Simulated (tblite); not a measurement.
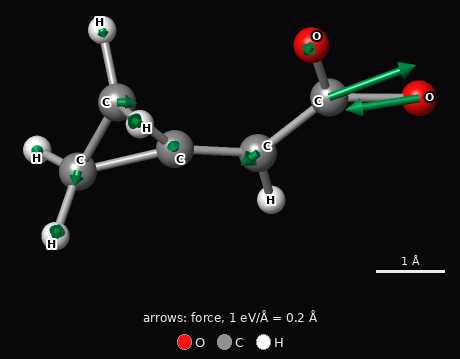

Starting geometry of C$_{5}$H$_{5}$O$_{2}$ (charge −1) with the computed forces as green arrows. Style: ball-and-stick. Shown from a free direction.

Method: tblite 0.8.0, GFN2-xTB geometry optimisation, gas phase. 

### What follows when this structure is relaxed?

It isn't relaxed: the largest force vector, on a C atom, is 6.89 eV/Å. The final displacements follow the starting forces only in part (cosine between the two patterns 0.38). After 34 geometry steps the energy has fallen by 23.2 kcal/mol. The atom that moves furthest after the best rigid fit is an H atom (0.27 Å). By element the largest moves are H 0.27 Å, O 0.27 Å, C 0.18 Å. Near-neighbour distances that change, for instance: C–O 1.395 → 1.241 Å, C–C 1.451 → 1.563 Å, C–H 1.132 → 1.084 Å, C–C 1.510 → 1.463 Å. Bond angles that change, for instance: O–C–O 116.4° → 129.5°, O–C–C 123.9° → 113.8°, C–C–H 109.3° → 118.7°. Cost: 0.21 s on 1 thread of Intel(R) Xeon(R) Processor @ 2.70GHz (shared host).
